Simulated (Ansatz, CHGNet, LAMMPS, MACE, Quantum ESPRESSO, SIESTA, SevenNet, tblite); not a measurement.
# Codes compared on Li+ BF4- in dimethyl sulfoxide at 330 K (96 atoms)

Aim: run Li+ BF4- in dimethyl sulfoxide at 330 K (96 atoms) in several programs and set results and cost side by side. A plane-wave run serves as the reference.

Program: Ansatz 0.2.0. Level of theory: Kohn-Sham DFT, PBE, PAW, plane waves. Results are calculated unless marked as measured.

### Step 1. Starting point

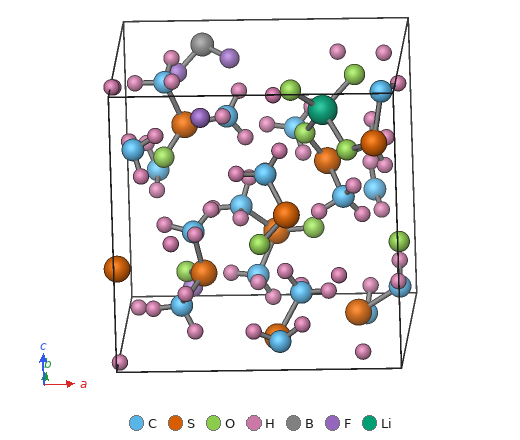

Start, viewed slightly off an axis; carbon blue, sulfur orange, oxygen green, hydrogen pink, boron grey, fluorine purple, lithium teal. Bonds to atoms that aren't drawn are left out. Some periodic images of atoms are drawn too.

The cell holds 96 atoms: 18 C, 9 S, 9 O, 54 H, 1 B, 4 F and 1 Li. Its edges and angles: a = 10.470 Å, b = 10.470 Å, c = 10.470 Å, α = 90.0°, β = 90.0°, γ = 90.0°. 9 dimethyl sulfoxide, 1 Li+, 1 BF4- placed at random, at 1.15 g/cm³; overlaps pushed apart, then 10 ps at 550 K with stiff harmonic cages for PF6 and BF4 with UFF radii; Joung-Cheatham ions (J. Phys. Chem. B 112, 9020 (2008)); MMFF94 bonds, angles, torsions, charges and radii (Halgren, J. Comput. Chem. 17, 490 (1996)) in harmonic and 12-6 forms; charges of ions scaled by 0.8. Snapshot after 30 ps at 330 K and fixed volume.

### Step 2. Plane-wave reference

The PAW files are the set soft_2.

input.yaml reads:

```yaml
crystal:
  lattice:
    - [10.46989, 0.0, 0.0]
    - [0.0, 10.46989, 0.0]
    - [0.0, 0.0, 10.46989]
  atoms:
    - { symbol: C, position: [0.0656, 0.24936, 0.7391] }
    - { symbol: S, position: [0.91705, 0.15904, 0.77664] }
    - { symbol: C, position: [0.94559, 0.19591, 0.95378] }
    - { symbol: O, position: [0.81628, 0.25305, 0.72733] }
    [... 86 atom lines left out ...]
    - { symbol: B, position: [0.27572, 0.97387, 0.9199] }
    - { symbol: F, position: [0.18573, 0.95419, 0.82473] }
    - { symbol: F, position: [0.21876, 0.95547, 0.04467] }
    - { symbol: F, position: [0.31389, 0.10569, 0.8916] }
    - { symbol: F, position: [0.37495, 0.89284, 0.89066] }
    - { symbol: Li, position: [0.72731, 0.38408, 0.83763] }
kpoints:
  mp_grid: { grid: [1, 1, 1] }
hamiltonian:
  xc: pbe
scf:
  occupations: { method: fermi_dirac, width: 0.05 }
output:
  forces: true
  eigenvalues: true
  populations: true
  stress: true
```

Started as:

```
$ ansatz run input.yaml --threads 4 --pin off --max-ram 8192MiB --backend cpu --events-out ev --progress --plain --runs-dir out
```

What it wrote:

```text
[...]
Pseudopotentials: kind: paw
Pseudopotential: C, paw, valence charge 4, recommended cutoff 420 eV (normal), C.paw.azcp
Pseudopotential: S, paw, valence charge 6, recommended cutoff 420 eV (normal), S.paw.azcp
Pseudopotential: O, paw, valence charge 6, recommended cutoff 420 eV (normal), O.paw.azcp
Pseudopotential: H, paw, valence charge 1, recommended cutoff 420 eV (normal), H.paw.azcp
Pseudopotential: B, paw, valence charge 3, recommended cutoff 420 eV (normal), B.paw.azcp
Pseudopotential: F, paw, valence charge 7, recommended cutoff 420 eV (normal), F.paw.azcp
Pseudopotential: Li, paw, valence charge 3, recommended cutoff 420 eV (normal), Li.paw.azcp
[... 5 lines on functional and potentials left out ...]
Crystal: 96 atoms, lattice volume = 1147.695 Å³
Basis set: ecut = 420 eV, 22575 PW (Γ), exchange–correlation on 144×144×144 points (8 copies of the dense FFT grid, shifted against one another)
Bands: 230, of which v1, the nominal top of the filled ones, is band 134 counted from 1 (133 counted from 0)
Symmetry: 1 space group operations
Space group: P1 (ITA 1), of the structure as read, at distance tolerance 1.0e-4 Å
k-points: 1
[... 15 lines on functional and potentials left out ...]
Initial density: superposition of atomic densities (neutral atoms: chi_scale 0, normalization atom), corrected by the library's trained network
Initial wavefunctions: pseudopotential atomic-orbital guess
[...]
SCF iter   1: F=—  HF=-22198.141465 eV  |F-HF|=—  |Δ(HF+E_count)|=         —  Δρ=6.65e-3  dr2=6.85e-1  ethr=1.77e-3  ⟨swp⟩=6.0  Hψ=1096  notcnv=0  defer=44
preconditioner: auto → Resta (q_TF=auto, 2.141 Å⁻¹)  ε∞=2.6  [insulator: Δε(μ)=3.991 eV  Ē_g=13.519 eV  σ=0.050 eV  W_gap=1.00  n_scr=178 (ndim 8)  ℏωp=17.0 eV  f_vac=0.228  D(μ)=0.00/eV (n_scr^D=0)  ε∞_Penn≈2.6]
[...]
SCF iter   9: F=—  HF=-22197.985063 eV  |F-HF|=—  |Δ(HF+E_count)|=   2.57e-7  Δρ=6.37e-6  dr2=4.23e-7  ethr=7.71e-10  ⟨swp⟩=2.0  Hψ=274  notcnv=0  defer=89
SCF iter  10: F=-22197.985063 eV  HF=-22197.985063 eV  |F-HF|=9.39e-9  |Δ(HF+E_count)|=   1.82e-8  Δρ=2.40e-6  dr2=6.38e-8  ethr=3.73e-11  ⟨swp⟩=16.0  Hψ=1646  notcnv=0
SCF 1 converged in 10 iterations: F = -22197.985063 eV  dr2 = 6.38e-8
[...]
SCF converged after 10 iterations
Free energy (F): -22197.985063 eV
Harris-Foulkes:  -22197.985063 eV  (|F-HF|=9.39e-9)
Internal energy: -22197.985063 eV  (E = F + TS)
E sigma→0 (E₀):  -22197.985063 eV
Fermi energy:    1.873341 eV
--- Per-component energies (eV) ---
[...]
Σ components = -22197.985063   (vs F -22197.985063, Δ=0.00e0)
--- Forces (eV/Å), atoms counted from 1 ---
  atom   1  C     -2.08847096     0.03590211     0.40189005
  atom   2  S      1.33871747     1.96552418     1.30154421
  atom   3  C     -0.55857445    -0.40909150    -0.00095264
  atom   4  O      0.01137841    -0.64102285     0.44172545
[...]
atom  96  Li     0.01128251     0.17623243    -0.93593159
  max |Σ_I F_I| component: 2.02e-4 eV/Å
--- Stress (GPa, compression-positive) ---
        2.519168       0.391810      -0.102199
        0.391811       3.087856       0.271777
       -0.102200       0.271778       2.005274
  P = ⅓ Tr σ = 2.5374 GPa (25.374 kbar)
--- Band table (eV) ---
  k-point 0: bands = ["-43.1137", "-23.9239", "-22.6697", "-22.4315", [... 214 levels ...], "9.9290", "9.9645", "10.0199", "10.0943", "10.1283", "10.2242", "10.2409", "10.3041", "10.4072", "10.4827", "10.5475", "10.5747"]
--- Löwdin populations: 96 sites ---
  site symbol       q [e]
     0      C      4.6108
     1      S      4.8829
     2      C      4.5636
[...]
95     Li      2.2779
  spilling = 0.017098 (of n_electrons = 268.000000)
```

It took 19 s on 4 threads of Arm Neoverse N1, shared host; peak memory 1.2 GiB; 69 s of CPU time.

In the SCF lines HF is the Harris–Foulkes energy and dr2 the Hartree energy of the density residual, in eV; the loop may stop once dr2 is under the threshold and the program's other checks hold. Hψ counts applications of the Hamiltonian.

The run gave:

* free energy: -22197.9851 eV
* free energy per atom: -231.2290 eV/atom
* SCF cycles: 10
* pressure: 2.537 GPa
* r.m.s. force component: 0.7783 eV/Å
* longest force: 3.267 eV/Å
* Fermi energy: 1.873 eV
* gap (highest filled to lowest empty level): 3.767 eV
* spilling of the projection: 0.0171

Neighbours are counted within 1.34 Å (H-C), 2.21 Å (C-S), 1.98 Å (O-S), 2.27 Å (O-Li), 1.72 Å (F-B), cutoffs set anew for this text.

Length of the force by element and coordination:

| element | coordination | atoms | mean length of the force (eV/Å) | spread | least | most |
| --- | --- | --- | --- | --- | --- | --- |
| B | all | 1 | 1.61 | 0 | 1.61 | 1.61 |
| C | all | 18 | 1.46 | 0.557 | 0.611 | 2.85 |
| F | all | 4 | 1.52 | 0.207 | 1.29 | 1.82 |
| H | all | 54 | 0.931 | 0.634 | 0.177 | 3.27 |
| Li | all | 1 | 0.952 | 0 | 0.952 | 0.952 |
| O | all | 9 | 1.11 | 0.484 | 0.659 | 2.04 |
| O | 1 | 5 | 1.09 | 0.505 | 0.659 | 2.04 |
| O | 2 | 4 | 1.13 | 0.455 | 0.701 | 1.85 |
| S | all | 9 | 1.96 | 0.421 | 1.05 | 2.71 |

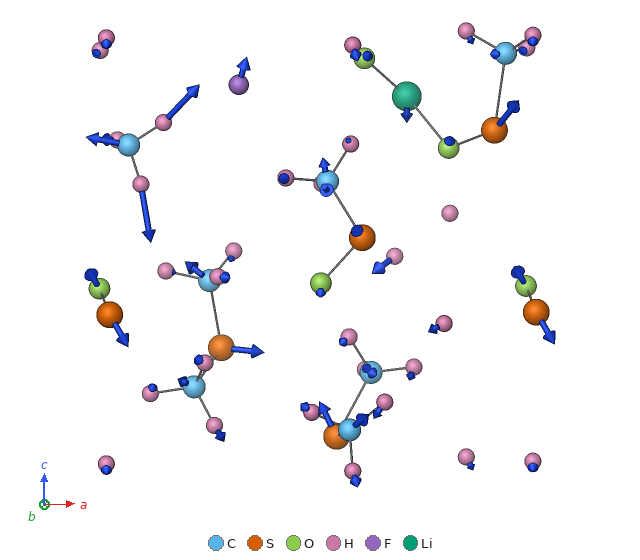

Forces as arrows; the longest in the cell is 3.27 eV/Å. Drawn is a slice 4 Å thick, seen along the normal of the ac plane. Bonds to atoms that aren't drawn are left out.

Löwdin charges by element and coordination (they lack the spilled electrons, 0.048 e an atom on average):

| element | coordination | atoms | mean charge (e) | spread | least | most |
| --- | --- | --- | --- | --- | --- | --- |
| B | all | 1 | 0.884 | 0 | 0.884 | 0.884 |
| C | all | 18 | -0.596 | 0.0159 | -0.631 | -0.564 |
| F | all | 4 | -0.401 | 0.0156 | -0.422 | -0.378 |
| H | all | 54 | 0.217 | 0.0172 | 0.182 | 0.250 |
| Li | all | 1 | 0.722 | 0 | 0.722 | 0.722 |
| O | all | 9 | -0.785 | 0.013 | -0.804 | -0.761 |
| O | 1 | 5 | -0.784 | 0.0118 | -0.795 | -0.761 |
| O | 2 | 4 | -0.787 | 0.014 | -0.804 | -0.769 |
| S | all | 9 | 1.18 | 0.0328 | 1.12 | 1.22 |

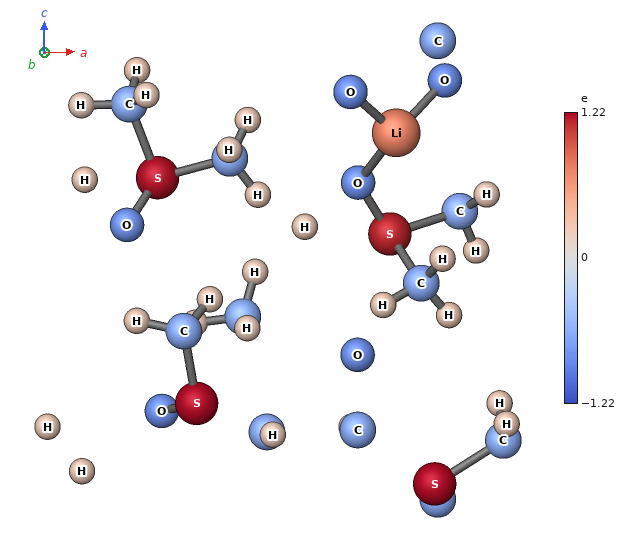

Atoms coloured by Löwdin charge. Drawn is a slice 4 Å thick, seen along the normal of the ac plane. Bonds to atoms that aren't drawn are left out.

The levels nearest the highest filled one (over half full), pooled over k-points and spins:

| level less the highest filled one (eV) | occupation |
| --- | --- |
| -0.443 | 2 |
| -0.388 | 2 |
| -0.266 | 2 |
| -0.205 | 2 |
| -0.114 | 2 |
| 0 | 2 |
| 3.77 | 0 |
| 3.94 | 0 |
| 4.21 | 0 |
| 4.28 | 0 |
| 4.33 | 0 |
| 4.43 | 0 |

### Step 3. Structure statistics

Density 1.15 g/cm³, 11.96 Å³ an atom.

g(r), total and by pair (bins of 0.2 Å):

| r (Å) | total | H-H | H-C | H-O | H-S | H-F | H-B |
| --- | --- | --- | --- | --- | --- | --- | --- |
| 1.00 | 3.55 | 0.00 | 16.85 | 0.00 | 0.00 | 0.00 | 0.00 |
| 1.20 | 1.02 | 0.00 | 4.83 | 0.00 | 0.00 | 0.00 | 0.00 |
| 1.40 | 0.43 | 0.00 | 0.00 | 0.00 | 0.00 | 0.00 | 0.00 |
| 1.60 | 0.38 | 0.69 | 0.00 | 0.00 | 0.00 | 0.00 | 0.00 |
| 1.80 | 2.10 | 4.81 | 0.00 | 0.00 | 0.00 | 0.00 | 0.00 |
| 2.00 | 0.07 | 0.00 | 0.00 | 0.00 | 0.00 | 0.00 | 0.00 |
| 2.20 | 0.28 | 0.25 | 0.00 | 0.38 | 1.10 | 0.00 | 0.00 |
| 2.40 | 1.16 | 0.70 | 0.08 | 0.68 | 7.02 | 0.72 | 0.00 |
| 2.60 | 0.70 | 0.75 | 0.48 | 0.84 | 0.73 | 0.00 | 0.00 |
| 2.80 | 1.10 | 0.71 | 1.32 | 2.87 | 0.37 | 0.81 | 0.00 |
| 3.00 | 1.01 | 1.04 | 0.72 | 2.42 | 0.52 | 2.77 | 0.00 |
| 3.20 | 0.87 | 0.66 | 0.74 | 1.84 | 0.82 | 0.84 | 3.31 |
| 3.40 | 0.81 | 0.77 | 0.74 | 1.29 | 0.73 | 0.55 | 1.50 |
| 3.60 | 1.15 | 0.84 | 1.59 | 1.97 | 1.23 | 0.64 | 0.00 |
| 3.80 | 1.04 | 1.24 | 0.91 | 0.59 | 0.65 | 1.58 | 1.77 |
| 4.00 | 0.98 | 1.10 | 0.77 | 0.83 | 0.76 | 1.04 | 1.59 |
| 4.20 | 0.92 | 0.90 | 0.98 | 0.75 | 0.85 | 0.84 | 0.00 |
| 4.40 | 1.07 | 0.98 | 1.07 | 1.02 | 1.16 | 1.63 | 2.68 |
| 4.60 | 1.02 | 0.91 | 1.04 | 1.03 | 1.14 | 1.10 | 0.80 |
| 4.80 | 0.98 | 0.95 | 0.92 | 1.02 | 1.10 | 1.27 | 1.09 |
| 5.00 | 1.03 | 1.09 | 0.96 | 0.94 | 1.21 | 1.26 | 0.68 |

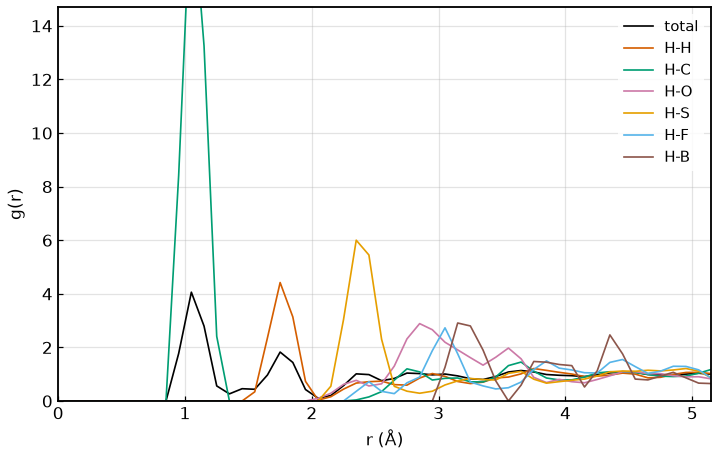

Pair distribution functions, lightly smoothed, with peaks cut at 14.

Bonds by pair of elements; cutoffs follow the first minimum of g(r), held within bounds set by covalent radii, and pairs that aren't listed don't count as bonded (cutoffs were set anew for this text, so counts can differ from the run's own analysis):

| pair A-B | cutoff (Å) | bonds | mean length (Å) | spread (Å) | shortest (Å) | B about A | A about B |
| --- | --- | --- | --- | --- | --- | --- | --- |
| H-C | 1.34 | 54 | 1.08 | 0.024 | 1.02 | 1 | 3 |
| C-S | 2.21 | 18 | 1.82 | 0.038 | 1.77 | 1 | 2 |
| O-S | 1.98 | 9 | 1.51 | 0.028 | 1.47 | 1 | 1 |
| O-Li | 2.27 | 4 | 1.91 | 0.133 | 1.76 | 0.444 | 4 |
| F-B | 1.72 | 4 | 1.42 | 0.039 | 1.38 | 1 | 4 |

How many atoms have how many bonded neighbours:

| element | mean | 1 | 2 | 3 | 4 |
| --- | --- | --- | --- | --- | --- |
| B | 4 | 0 | 0 | 0 | 1 |
| C | 4 | 0 | 0 | 0 | 18 |
| F | 1 | 4 | 0 | 0 | 0 |
| H | 1 | 54 | 0 | 0 | 0 |
| Li | 4 | 0 | 0 | 0 | 1 |
| O | 1.44 | 5 | 4 | 0 | 0 |
| S | 3 | 0 | 0 | 9 | 0 |

### Step 4. What was run beside it

The programs:
- CHGNet: machine-learned potential, published weights.
- MACE: machine-learned potential, published weights.
- Quantum ESPRESSO 7.5: plane waves; labels (QE) give functional, pseudopotential set and cutoffs of waves/density.
- SIESTA 5.4.2: numerical atomic orbitals, whose automatically made sets are far from complete, with PseudoDojo norm-conserving potentials that we converted to its format (checked against plane waves on the same files for H, C, O, Si, Ge and Ca alone); labels give functional, basis size, energy shift and mesh cutoff.
- SevenNet: machine-learned potential, published weights.
- tblite 0.8.0: extended tight binding, driven from Python.

All use the same cell and atoms; the electronic-structure runs use the same k-mesh, and an electronic temperature of 580 K (0.05 eV) where levels are smeared.

Differences are against the plane-wave reference, forces as r.m.s. over components; share is that over the reference's r.m.s. force, slope the least-squares factor from reference forces to these. Total energies of different programs have different zeros and aren't compared.

| run | Δ force, r.m.s. (meV/Å) | share (%) | slope | Δ pressure (GPa) | Δ gap (eV) | cores | CPU time | memory (GiB) |
| --- | --- | --- | --- | --- | --- | --- | --- | --- |
| reference | - | - | - | - | - | 4 | 69 s | 1.2 |
| CHGNet r2SCAN potential | 332 | 42.7 | 0.706 | -2.07 | - | 1 | 7.2 s | 1.5 |
| MACE MP-0b3 medium potential | 138 | 17.7 | 0.943 | -0.532 | - | 1 | 15 s | 1.2 |
| QE PBE, sssp-1.3.0-efficiency, 35/280 Ry (coarse) | 28.0 | 3.60 | 1.018 | -2.62 | 0.0037 | 2 | 4.3 min | 1.4 |
| QE PBE, sssp-1.3.0-efficiency, 60/480 Ry | 17.3 | 2.23 | 1.006 | 0.0046 | 0.005 | 2 | 9.4 min | 2.9 |
| SIESTA PBE, DZ, shift 0.01 Ry, mesh 500 Ry (coarse) | 1995 | 256 | 1.629 | 8.77 | 0.211 | 1 | 2.6 min | 0.82 |
| SIESTA PBE, DZP, shift 0.01 Ry, mesh 500 Ry | 714 | 91.7 | 1.333 | 3.00 | 0.0999 | 2 | 5.9 min | 1.7 |
| SIESTA PBE, DZP, shift 0.02 Ry, mesh 500 Ry | 595 | 76.4 | 1.280 | 0.923 | 0.0945 | 2 | 4.6 min | 1.4 |
| SIESTA PBE, SZ, shift 0.01 Ry, mesh 500 Ry (coarse) | 3073 | 395 | 2.391 | 23.7 | -1.24 | 1 | 2.3 min | 0.72 |
| SIESTA PBE, TZP, shift 0.01 Ry, mesh 500 Ry | 619 | 79.5 | 1.304 | 2.53 | 0.0841 | 2 | 7.9 min | 1.9 |
| SevenNet l3i5 potential | 104 | 13.3 | 0.958 | -0.469 | - | 1 | 19 s | 1.7 |
| tblite GFN1-xTB | 250 | 32.1 | 0.927 | -2.70 | - | 1 | 5.5 s | 0.16 |

Rows marked coarse were listed beforehand as settings not expected to be converged; some can still land near the reference.

Times of the machine-learned potentials are mostly Python's start and the loading of weights.

CPU time is summed over cores on a shared host, where runs went side by side, so it is rough. Symmetry, cutoffs, thresholds, outputs and thread counts weren't matched or tuned between programs; memory under MPI is the largest rank's times the ranks.

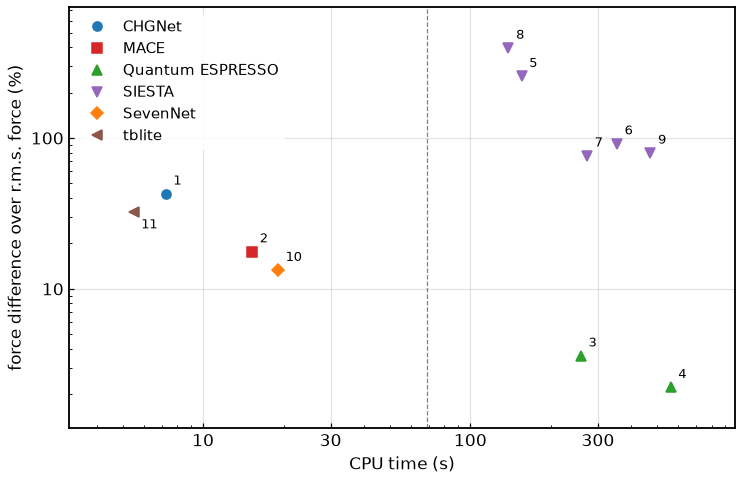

Force difference against CPU time; the dashed line marks the reference's time. Points: 1 CHGNet r2SCAN potential; 2 MACE MP-0b3 medium potential; 3 QE PBE, sssp-1.3.0-efficiency, 35/280 Ry; 4 QE PBE, sssp-1.3.0-efficiency, 60/480 Ry; 5 SIESTA PBE, DZ, shift 0.01 Ry, mesh 500 Ry; 6 SIESTA PBE, DZP, shift 0.01 Ry, mesh 500 Ry; 7 SIESTA PBE, DZP, shift 0.02 Ry, mesh 500 Ry; 8 SIESTA PBE, SZ, shift 0.01 Ry, mesh 500 Ry; 9 SIESTA PBE, TZP, shift 0.01 Ry, mesh 500 Ry; 10 SevenNet l3i5 potential; 11 tblite GFN1-xTB.

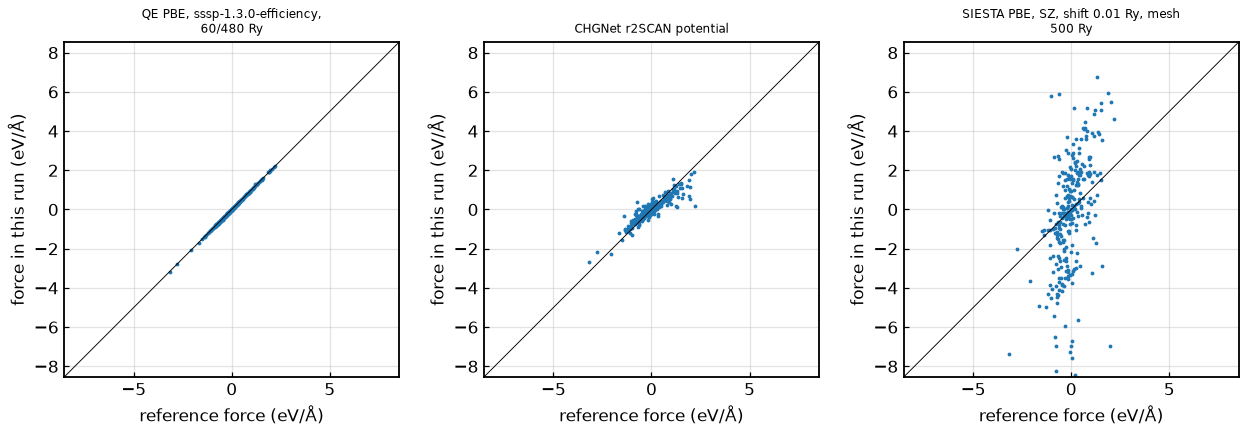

Force components against those of the reference; the line marks equality. Points beyond the frame are left out.

Mean charges by element (e), by run and scheme:

| run | scheme | C | S | O | H | B | F |
| --- | --- | --- | --- | --- | --- | --- | --- |
| reference | Löwdin | -0.60 | +1.18 | -0.79 | +0.22 | +0.88 | -0.40 |
| SIESTA PBE, DZP, shift 0.01 Ry, mesh 500 Ry | Hirshfeld | -0.09 | +0.33 | -0.27 | +0.03 | +0.09 | -0.20 |
| SIESTA PBE, DZP, shift 0.02 Ry, mesh 500 Ry | Hirshfeld | -0.06 | +0.32 | -0.25 | +0.02 | +0.02 | -0.18 |
| SIESTA PBE, TZP, shift 0.01 Ry, mesh 500 Ry | Hirshfeld | -0.09 | +0.33 | -0.28 | +0.03 | +0.11 | -0.20 |
| tblite GFN1-xTB | Mulliken | -0.04 | +0.27 | -0.49 | +0.06 | +0.74 | -0.42 |

The reference's Löwdin charges lack the electrons that the projection spills, 0.048 e an atom on average.

Within one program, basis, potentials and functional, energies share a zero. Each run against its twin at the usual cutoff or grid and solver:

| run | twin | Δ energy (meV/atom) | Δ force, r.m.s. (meV/Å) | CPU time over the twin's |
| --- | --- | --- | --- | --- |
| QE PBE, sssp-1.3.0-efficiency, 35/280 Ry | sssp-1.3.0-efficiency, 60/480 Ry | 33.1 | 16.9 | 0.46 |

### Step 5. Results

```json
{
 "reference r.m.s. force component": "0.778 eV/Å",
 "nearest in forces": "QE PBE, sssp-1.3.0-efficiency, 60/480 Ry, 2.2 %",
 "farthest in forces": "SIESTA PBE, SZ, shift 0.01 Ry, mesh 500 Ry (coarse), 395 %",
 "cheapest electronic-structure run beside the reference": "tblite GFN1-xTB, 5.5 s of CPU time"
}
```

**Reading.** PBE on plane waves or a grid with other potentials, cutoffs or grids, coarse settings apart, differs from the reference by 2.2 % (QE PBE, sssp-1.3.0-efficiency, 60/480 Ry) of the r.m.s. force; this holds the reference's own error, so differences of a few per cent don't tell which side is nearer the exact PBE result (QE's 60 Ry are 816 eV, against the reference's 420 eV). The PBE runs in local orbitals, coarse settings apart, differ by 76 % (SIESTA PBE, DZP, shift 0.02 Ry, mesh 500 Ry) to 92 % (SIESTA PBE, DZP, shift 0.01 Ry, mesh 500 Ry); basis, grid and potentials can all enter, and differences of this size make the forces unusable. Tight binding differs by 32 % (tblite GFN1-xTB); it is another model, with fitted parameters of its own, and the xTB methods hold dispersion. Machine-learned potentials differ by 13 % (SevenNet l3i5 potential) to 43 % (CHGNet r2SCAN potential); they were trained on other programs' data, some at another functional. Runs with settings chosen to be coarse differ by 3.6 % (QE PBE, sssp-1.3.0-efficiency, 35/280 Ry) to 395 % (SIESTA PBE, SZ, shift 0.01 Ry, mesh 500 Ry), their programs' other errors included. One electronic-structure run takes under half the reference's CPU time: tblite GFN1-xTB, at 32 % in 5.5 s against 69 s; its pressure misses by -2.7 GPa. At the same functional, gaps differ from the reference's 3.77 eV by between -1.24 and +0.21 eV. In pressure, SIESTA PBE, SZ, shift 0.01 Ry, mesh 500 Ry misses by +23.7 GPa, at the same functional. Charges hang on model, scheme and program or settings: among these rows the mean for S runs from +0.27 to +1.18 e. In the reference: filled and empty levels are parted by 3.77 eV (at Γ alone); a semilocal functional tends to put such gaps too low. In a disordered cell it changes from sample to sample and from frame to frame. In the reference: mean Löwdin charges: B +0.88, C -0.60, F -0.40, H +0.22, Li +0.72, O -0.79 e (they miss 1.7 % of the electrons, so they add up to more than the cell's charge). Periodic xTB results under one method name differ between programs and library versions. Machine-learned potentials mimic data converged in k, so the reference's own k-point error enters their differences. The network of contacts between molecules at the start is that of the classical potential that made the cell, and needn't be the one that DFT or experiment would give. The reference's PBE has no dispersion term, which matters for the binding between molecules or layers. The density was typed from a rule of thumb and may lie off the real one at this temperature. The electronic-structure runs sample only Γ, in a cell whose shortest periodic width is 10 Å.

[Also dropped from logs without a mark: logging warnings of Python, and SIESTA's first energy breakdown and zero terms.]

[Logs are printed without paths, hosts, clocks, repeated set-up lines and the standing remarks that a program may print on its own settings, such as how far it seeks lower states.]

[Hosts, paths, dates, database ids (printed as entryN), source tags and the programs' standing remarks are cut or masked in the printed files.]

[The MMFF94 radii named for the starting cell were scaled by 0.96; in molecules described by MMFF94, hydrogen bound to N, O or S took a small fixed 12-6 site in their place.]
